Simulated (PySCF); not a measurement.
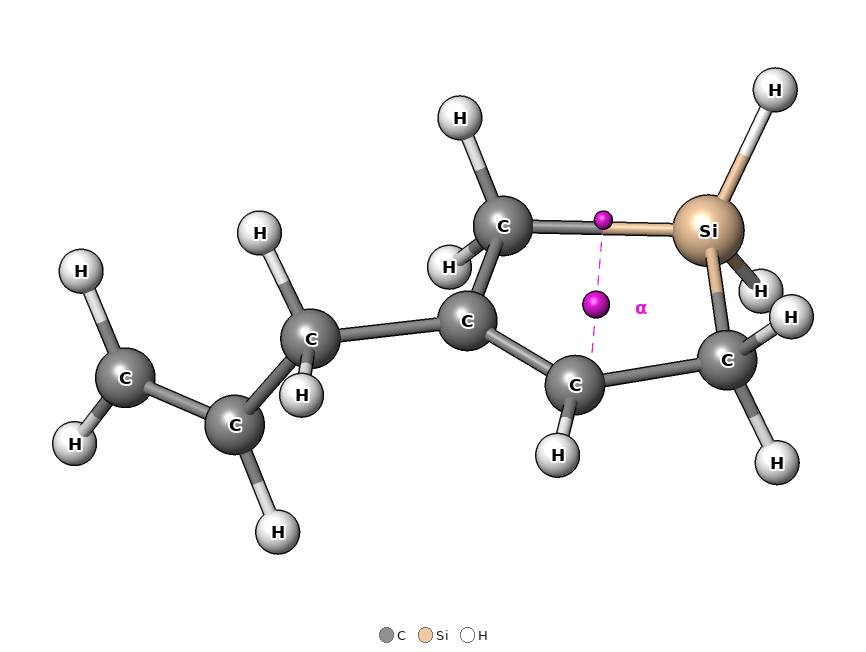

The small points mark where nucleus-independent chemical shifts (NICS) were computed: at the centre of each lettered ring and 1 Å above and below it. Computed geometry: GFN2-xTB optimisation. No frequency run is at hand to confirm it as a minimum. Method: GIAO PBE0/pcSseg-1 NMR shielding, non-relativistic, gas phase (PySCF 2.14.0).

Give NICS(0), NICS(1) and the out-of-plane component NICS(1)zz for each ring (means of the two sides).

| ring | members | NICS(0) | NICS(1) | NICS(1)zz |
| --- | --- | --- | --- | --- |
| α | C4Si | −2.0 | −2.8 | −1.2 |

Values in ppm.

What do the values say about the ring currents?

Answer. Ring α: weak, as in a non-aromatic ring. NICS is one index among several.

The geometry is semi-empirical. Around Si such bond lengths and angles can be off by a tenth of an ångström or more and by several degrees, and values that hang on the shape move with them.
